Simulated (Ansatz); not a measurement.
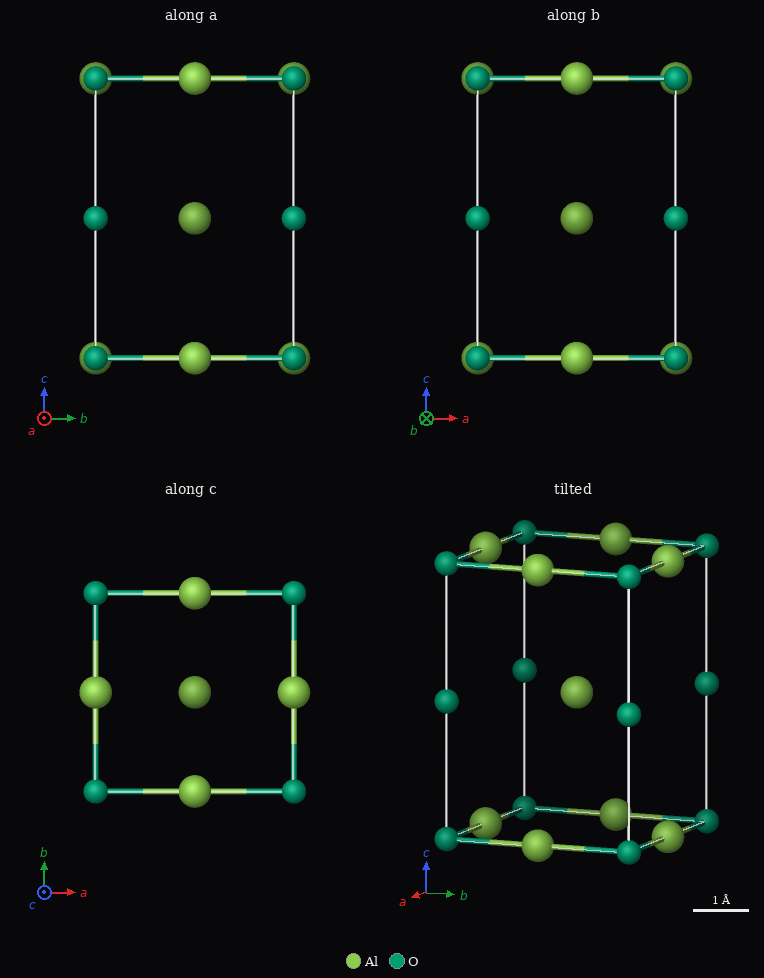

View along the a axis, along the b axis, along the c axis and slightly off an axis, drawn as a ball-and-stick model. Atoms at the boundary of the conventional unit cell (the box) are drawn once for each face, edge or corner they touch.

Lattice parameters: a = 3.646 Å, b = 3.646 Å, c = 5.144 Å, α = 90.00°, β = 90.00°, γ = 90.00°.

Transcribe the picture into a table of Wyckoff sites.

Answer. Space group P4/mmm (No. 123).
| atom | site | x | y | z |
| --- | --- | --- | --- | --- |
| Al | 2f | 0.5000 | 0.0000 | 0.0000 |
| Al | 1d | 0.5000 | 0.5000 | 0.5000 |
| O | 1b | 0.0000 | 0.0000 | 0.5000 |
| O | 1a | 0.0000 | 0.0000 | 0.0000 |

It goes back to a random cell made by a generator, so it need not be a real form of the compound. It is drawn as it came out of a relaxation with Ansatz, DFT PBE, scalar-relativistic, plane waves, PAW.
